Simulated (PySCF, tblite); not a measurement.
# C₇H₁₀S: vibronic structure

Wanted: vibronic structure for C₇H₁₀S (`C=C/C=C/C(=C)SC`).

Programs: tblite 0.8.0 and PySCF 2.14.0, with routines of our own; each step states its level. All values are computed. Atoms count from 0.

## (1) The system as given

18 atoms, charge 0, multiplicity 1; geometry from: force field or distance geometry start.

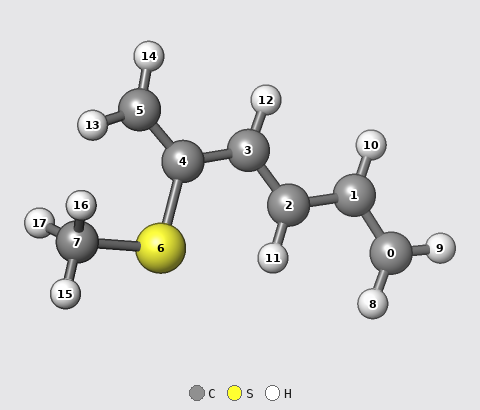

The starting geometry (carbon grey, sulfur yellow, hydrogen white).

## (2) Relaxing the molecule with GFN2-xTB

Job settings and geometry (Å):

```
{"job": {"kind": "relax", "xc": "GFN2-xTB", "basis": "xTB"}, "charge": 0, "multiplicity": 1}
C      3.099100    -0.580200     2.103500
C      2.726700    -0.520300     0.819200
C      1.312300    -0.253700     0.587400
C      0.846200    -0.170700    -0.661800
C     -0.568700     0.092400    -0.869200
C     -1.117600     0.183100    -2.083100
S     -1.611400     0.320500     0.571300
C     -3.283000     0.639700    -0.064600
H      2.384100    -0.431100     2.910200
H      4.145800    -0.781800     2.320400
H      3.412200    -0.670800     0.007100
H      0.635600    -0.112200     1.453100
H      1.549300    -0.325700    -1.470200
H     -2.185100     0.392400    -2.093700
H     -0.570000     0.073500    -2.998500
H     -3.914000     0.888400     0.803300
H     -3.275400     1.536800    -0.741700
H     -3.595000    -0.274000    -0.604400
```

On the command line:

```bash
$ OMP_NUM_THREADS=1 python excited_run.py task.json out
```

The driver reads the jobs from task.json and runs them one after another.

What it wrote:

```text
step      E/eV     max force
  0    -632.14060    2.032
  1    -632.25630    0.792
  2    -632.31620    0.678
  3    -632.36568    0.599
  4    -632.40363    0.428
  5    -632.43137    0.505
  6    -632.45084    0.425
  7    -632.46430    0.356
  8    -632.47142    0.164
  9    -632.47595    0.178
 10    -632.47968    0.139
 11    -632.48235    0.119
 12    -632.48439    0.125
 13    -632.48636    0.130
 14    -632.48830    0.104
 15    -632.48988    0.087
 16    -632.49100    0.089
 17    -632.49186    0.094
 18    -632.49268    0.094
 19    -632.49352    0.068
 20    -632.49434    0.066
 21    -632.49515    0.066
 22    -632.49601    0.081
 23    -632.49684    0.079
 24    -632.49753    0.052
 25    -632.49806    0.052
 26    -632.49850    0.061
 27    -632.49895    0.072
 28    -632.49946    0.061
 29    -632.50000    0.060
 30    -632.50046    0.058
 31    -632.50081    0.068
 32    -632.50113    0.077
 33    -632.50148    0.059
 34    -632.50187    0.055
 35    -632.50224    0.049
 36    -632.50260    0.059
 37    -632.50303    0.069
 38    -632.50351    0.063
 39    -632.50393    0.051
 40    -632.50421    0.041
 41    -632.50442    0.051
 42    -632.50465    0.046
 43    -632.50489    0.033
 44    -632.50506    0.023
 45    -632.50514    0.018
 46    -632.50519    0.019
 47    -632.50526    0.026
 48    -632.50535    0.024
 49    -632.50544    0.021
 50    -632.50550    0.018
 51    -632.50555    0.018
 52    -632.50559    0.016
 53    -632.50562    0.010
 54    -632.50563    0.006
```

Wall time 0.38 s (1 thread of Arm Neoverse V1, shared host).

The steps of the relaxation: (not every step is listed)

| step | energy from step 0 (eV) | largest force (eV/Å) |
| --- | --- | --- |
| 0 | 0.0000 | 2.0322 |
| 1 | -0.1157 | 0.7916 |
| 2 | -0.1756 | 0.6777 |
| 3 | -0.2251 | 0.5991 |
| 4 | -0.2630 | 0.4275 |
| 5 | -0.2908 | 0.5046 |
| 6 | -0.3102 | 0.4252 |
| 7 | -0.3237 | 0.3556 |
| 8 | -0.3308 | 0.1637 |
| 12 | -0.3438 | 0.1255 |
| 16 | -0.3504 | 0.0891 |
| 20 | -0.3537 | 0.0660 |
| 24 | -0.3569 | 0.0523 |
| 28 | -0.3589 | 0.0606 |
| 32 | -0.3605 | 0.0766 |
| 36 | -0.3620 | 0.0592 |
| 40 | -0.3636 | 0.0406 |
| 44 | -0.3645 | 0.0230 |
| 48 | -0.3648 | 0.0239 |
| 49 | -0.3648 | 0.0211 |
| 50 | -0.3649 | 0.0180 |
| 51 | -0.3650 | 0.0181 |
| 52 | -0.3650 | 0.0159 |
| 53 | -0.3650 | 0.0097 |
| 54 | -0.3650 | 0.0064 |

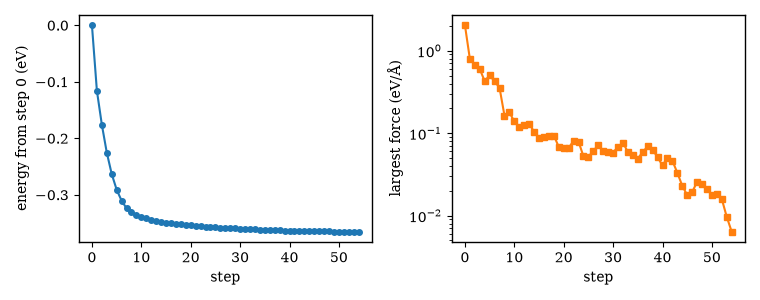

Energy and force, step by step.

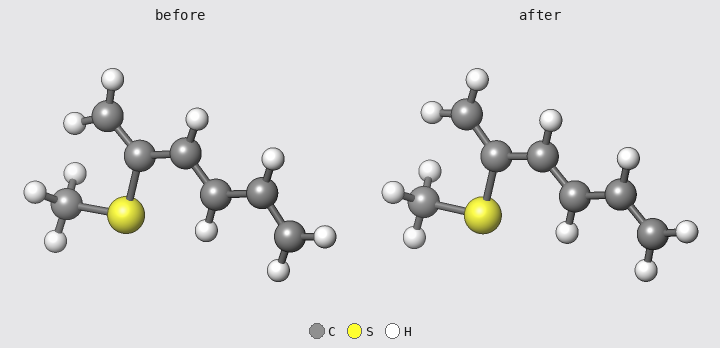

The geometry before (left) and after (right).

Distances of close pairs at the start and the end, largest changes first:

| bond | before (Å) | after (Å) | change (Å) |
| --- | --- | --- | --- |
| C7–H16 | 1.124 | 1.086 | -0.038 |
| C2–H11 | 1.108 | 1.082 | -0.026 |
| C7–H17 | 1.106 | 1.086 | -0.020 |
| C4–S6 | 1.793 | 1.774 | -0.019 |
| C1–C2 | 1.458 | 1.439 | -0.019 |
| C7–H15 | 1.101 | 1.086 | -0.016 |
| C5–H13 | 1.088 | 1.074 | -0.014 |
| C0–H9 | 1.088 | 1.076 | -0.012 |

The next job starts from the end point, and lists it.

## (3) Vibrational analysis with GFN2-xTB

Job settings and geometry (Å):

```
{"job": {"kind": "ir", "xc": "GFN2-xTB", "basis": "xTB"}, "charge": 0, "multiplicity": 1}
C      3.231202    -0.605925     2.092998
C      2.687230    -0.513329     0.881776
C      1.292462    -0.241081     0.654909
C      0.745076    -0.153987    -0.565591
C     -0.649625     0.114624    -0.845717
C     -1.112619     0.170344    -2.098073
S     -1.665811     0.356528     0.588086
C     -3.312432     0.662693    -0.105863
H      2.640895    -0.478885     2.985460
H      4.278178    -0.811215     2.234644
H      3.300850    -0.645187    -0.000679
H      0.674510    -0.105057     1.532707
H      1.365896    -0.291536    -1.442776
H     -2.137554     0.365184    -2.351290
H     -0.442386     0.013025    -2.925712
H     -3.964107     0.811497     0.749488
H     -3.297408     1.558827    -0.719405
H     -3.643116    -0.200202    -0.676619
```

What it wrote:

```text
mode    cm-1     km/mol
  1      43.3      5.45
  2      73.3      0.00
  3     102.5      0.43
  4     142.7      0.01
  5     193.7      0.03
  6     229.1      0.05
  7     242.2      1.17
  8     270.0      0.02
  9     359.0      0.78
 10     480.5      1.30
 11     481.6      1.24
 12     518.8      2.24
 13     608.4      0.09
 14     659.0     11.74
 15     668.1      0.14
 16     737.3      9.71
 17     802.1      2.66
 18     823.8     25.18
 19     882.4     16.17
 20     935.2      1.28
 21     938.1      0.34
 22     949.6      6.10
 23     971.0      5.58
 24     972.0      0.50
 25    1027.9     29.14
 26    1175.2      2.64
 27    1204.6     39.57
 28    1229.0      6.50
 29    1287.7      1.07
 30    1297.4      1.98
 31    1310.6      1.16
 32    1402.2      0.45
 33    1412.6      0.76
 34    1453.0      4.90
 35    1458.1      9.25
 36    1613.4     25.82
 37    1635.0      1.75
 38    1658.8      3.13
 39    3024.6      4.12
 40    3031.0      8.88
 41    3043.1     16.17
 42    3050.2     17.06
 43    3057.0      1.33
 44    3071.0     78.30
 45    3103.1     15.73
 46    3111.4     18.96
 47    3132.9     52.42
 48    3156.8     24.53
```

Run time: 0.66 s. Hardware: 1 thread of Arm Neoverse V1, shared host.

Which atoms move in the most intense modes:

| cm⁻¹ | km/mol | atoms |
| --- | --- | --- |
| 824 | 25.2 | H13 42 %, H14 32 %, C5 21 % |
| 1028 | 29.1 | H10 41 %, H8 21 %, H11 19 %, H12 12 % |
| 1205 | 39.6 | C4 48 %, C3 20 % |
| 1613 | 25.8 | C4 44 %, C5 38 % |
| 3071 | 78.3 | H11 79 % |
| 3111 | 19.0 | H14 88 % |
| 3133 | 52.4 | H9 64 %, H8 25 % |
| 3157 | 24.5 | H13 87 % |

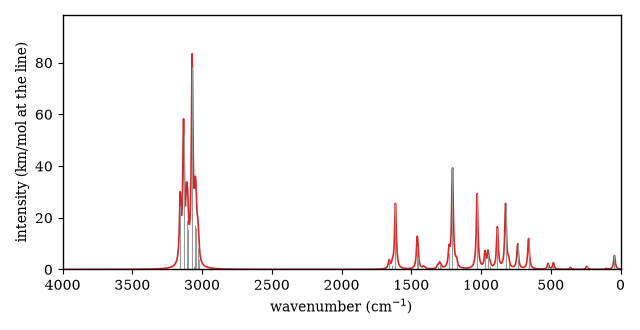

The infrared spectrum from these modes, unscaled. Lines are broadened to a width of 14 cm⁻¹ (Lorentzian).

## (4) Vibronic structure: TDDFT LC-wPBE/def2-SV(P)

Settings changed since step 3:

```diff
@@ -1,2 +1,2 @@
-{"job": {"kind": "ir", "xc": "GFN2-xTB", "basis": "xTB"}, "charge": 0, "multiplicity": 1}
+{"job": {"kind": "vib", "xc": "LC-wPBE", "basis": "def2-SV(P)", "tda": false}, "charge": 0, "multiplicity": 1}
 C      3.231202    -0.605925     2.092998
```

With the program's defaults for keys left out, this is: TDDFT LC-wPBE/def2-SV(P) vertical-gradient vibronic structure (displaced harmonic oscillators, Condon), gas phase.

What it wrote:

```text
final grid: 67296 points
cycle   1  E = -670.1925113322  dE =  1.408e+00  |g| = 3.247e-01  |ddm| = 4.431e+00
cycle   2  E = -670.2272817910  dE = -3.477e-02  |g| = 1.790e-01  |ddm| = 6.960e-01
cycle   3  E = -670.2347111459  dE = -7.429e-03  |g| = 6.502e-02  |ddm| = 2.549e-01
cycle   4  E = -670.2360012395  dE = -1.290e-03  |g| = 2.111e-02  |ddm| = 1.169e-01
cycle   5  E = -670.2361413701  dE = -1.401e-04  |g| = 5.380e-03  |ddm| = 3.051e-02
cycle   6  E = -670.2361569499  dE = -1.558e-05  |g| = 1.604e-03  |ddm| = 1.142e-02
cycle   7  E = -670.2361591716  dE = -2.222e-06  |g| = 4.505e-04  |ddm| = 4.570e-03
cycle   8  E = -670.2361593232  dE = -1.516e-07  |g| = 1.585e-04  |ddm| = 1.225e-03
cycle   9  E = -670.2361593338  dE = -1.066e-08  |g| = 6.488e-05  |ddm| = 3.161e-04
cycle  10  E = -670.2361593353  dE = -1.492e-09  |g| = 1.614e-05  |ddm| = 1.106e-04
cycle  11  E = -670.2361593355  dE = -1.528e-10  |g| = 5.501e-06  |ddm| = 4.195e-05
converged SCF energy = -670.2361593355

Singlet excitations (eV, f): 5.231 (0.7853)  5.571 (0.2949)  6.281 (0.0003)  7.174 (0.0000)  7.593 (0.0129)  7.609 (0.0257)

State S1  5.2314 eV  f = 0.78534  H->L 0.96
  relaxed dipole 4.027 D, largest gradient of the excitation energy 0.0712 Eh/bohr
  mode    cm-1        S   lambda/meV  Raman
   36   1613.4    1.0483     209.7   1.000
   37   1635.0    0.6704     135.9   0.657
   27   1204.6    0.2823      42.2   0.150
    9    359.0    0.7765      34.6   0.037
   26   1175.2    0.1162      16.9   0.059
   29   1287.7    0.0851      13.6   0.052
   32   1402.2    0.0693      12.0   0.050
   21    938.1    0.0486       5.7   0.016
    7    242.2    0.1205       3.6   0.003
   35   1458.1    0.0105       1.9   0.008
   38   1658.8    0.0070       1.4   0.007
   10    480.5    0.0230       1.4   0.002
  reorganisation energy 0.4849 eV, total S 3.368, 0-0 4.7465 eV
  absorption maximum 5.149 eV, width 0.490 eV

State S2  5.5706 eV  f = 0.29493  H-1->L 0.94
  relaxed dipole 3.926 D, largest gradient of the excitation energy 0.0698 Eh/bohr
  mode    cm-1        S   lambda/meV  Raman
   37   1635.0    0.7088     143.7   1.000
   36   1613.4    0.4620      92.4   0.635
   27   1204.6    0.5679      84.8   0.435
    9    359.0    1.3570      60.4   0.092
    8    270.0    1.0653      35.7   0.041
    3    102.5    2.4043      30.5   0.013
    7    242.2    0.7735      23.2   0.024
   29   1287.7    0.0794      12.7   0.069
   14    659.0    0.1506      12.3   0.035
   26   1175.2    0.0683      10.0   0.050
   12    518.8    0.1531       9.8   0.022
   22    949.6    0.0523       6.2   0.025
  reorganisation energy 0.5445 eV, total S 8.034, 0-0 5.0261 eV
  absorption maximum 5.510 eV, width 0.658 eV

State S6  7.6086 eV  f = 0.02566  H->L+1 0.57, H->L+3 0.16
  relaxed dipole 1.919 D, largest gradient of the excitation energy 0.0633 Eh/bohr
  mode    cm-1        S   lambda/meV  Raman
    2     73.3   52.5653     478.0   0.158
    4    142.7    8.5199     150.7   0.097
   36   1613.4    0.6858     137.2   1.000
    8    270.0    2.8467      95.3   0.116
   13    608.4    0.8565      64.6   0.178
   10    480.5    0.7528      44.8   0.097
   37   1635.0    0.1650      33.5   0.247
   11    481.6    0.5549      33.1   0.072
   32   1402.2    0.0775      13.5   0.085
    9    359.0    0.2943      13.1   0.021
    5    193.7    0.5092      12.2   0.011
   14    659.0    0.1338      10.9   0.033
  reorganisation energy 1.1693 eV, total S 68.912, 0-0 6.4393 eV

State T1  2.5899 eV  f = 0.00000  H->L 0.71, H-1->L 0.17
  relaxed dipole 1.349 D, largest gradient of the excitation energy 0.0997 Eh/bohr
  mode    cm-1        S   lambda/meV  Raman
   37   1635.0    1.5619     316.6   1.000
   36   1613.4    1.2016     240.4   0.749
   27   1204.6    0.2631      39.3   0.091
   26   1175.2    0.1727      25.2   0.057
   29   1287.7    0.1432      22.9   0.057
   38   1658.8    0.0820      16.9   0.054
   32   1402.2    0.0730      12.7   0.034
   21    938.1    0.0983      11.4   0.021
    9    359.0    0.0886       3.9   0.003
   28   1229.0    0.0101       1.5   0.004
   35   1458.1    0.0074       1.3   0.004
   30   1297.4    0.0053       0.9   0.002
  reorganisation energy 0.6984 eV, total S 3.794, 0-0 1.8915 eV
  absorption maximum 2.496 eV, width 0.820 eV
```

It took 70 s on 1 thread of Arm Neoverse V1, shared host; peak memory 0.74 GiB.

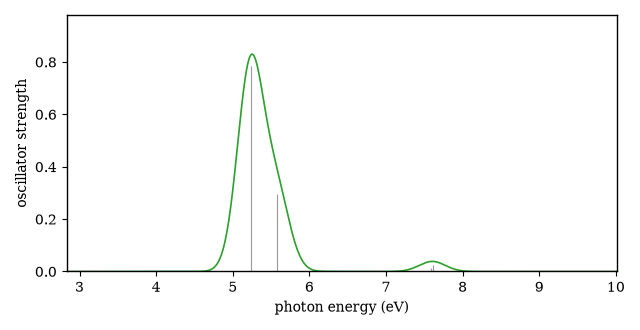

Absorption lines of the singlets. Lines are broadened to a width of 0.40 eV (Gaussian).

Orbitals, density, ELF and potential are computed afterwards from the orbital file.

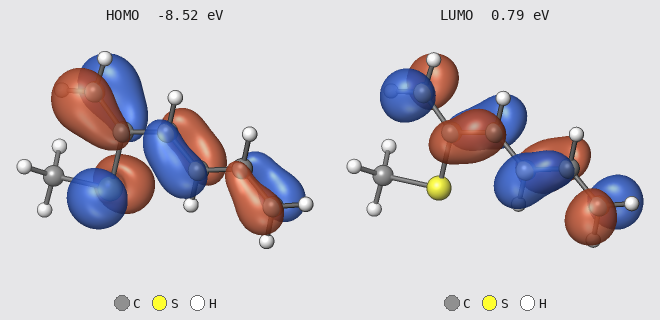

Frontier orbitals at LC-wPBE/def2-SV(P); each surface holds 70 % of the orbital's density, blue and red mark the sign.

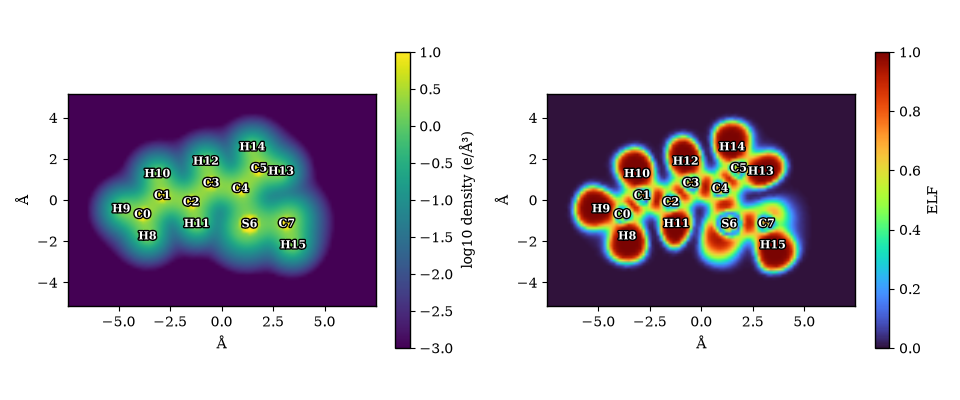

Density (left) and ELF (right) in a plane through or near 16 of the atoms.

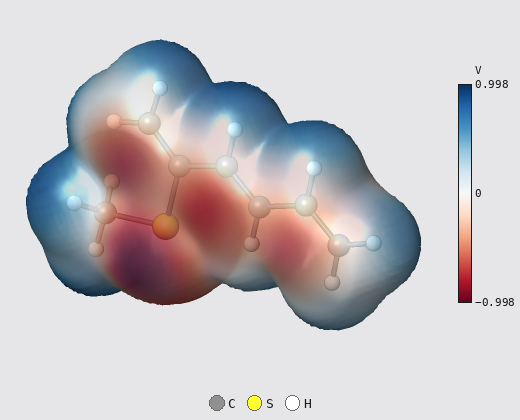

Electrostatic potential on the surface of density 0.002 e/bohr³; red is low, blue high. It runs, from the 1st to the 99th percentile, from -1.00 V near S6 to 0.86 V near H15.

## (5) What came out

```
                                                                                          quantity                      value
                                                         strongest single infrared mode (GFN2-xTB)       3071 cm⁻¹, 78 km/mol
                                                                      zero-point energy (GFN2-xTB)              90.1 kcal/mol
S1: vertical, reorganisation, 0-0, total S (step 4, TDDFT LC-wPBE/def2-SV(P), modes from GFN2-xTB)   5.23, 0.48, 4.75 eV; 3.4
S2: vertical, reorganisation, 0-0, total S (step 4, TDDFT LC-wPBE/def2-SV(P), modes from GFN2-xTB)   5.57, 0.54, 5.03 eV; 8.0
S6: vertical, reorganisation, 0-0, total S (step 4, TDDFT LC-wPBE/def2-SV(P), modes from GFN2-xTB)  7.61, 1.17, 6.44 eV; 68.9
                                                             surface potential, 1st and 99th percentile         -1.00 V and 0.86 V
```

In words: All 48 modes are real, so the xTB geometry is a minimum. The strongest single mode, at 3071 cm⁻¹, moves mainly H11. Unscaled tight-binding wavenumbers are off by several per cent, some by more. Its intensities can rank the bands wrongly. Some states lie very close; unless symmetry makes them partners, their order is unsure. In step 4 the harmonic model is doubtful. Where the total S runs above about 15, the geometry moves far on excitation and the harmonic model is stretched, so its 0-0 value is in doubt. The vibronic model keeps the ground-state modes (from xTB) and shifts them along the gradient alone, so it can miss much of the relaxation that a full optimisation finds.
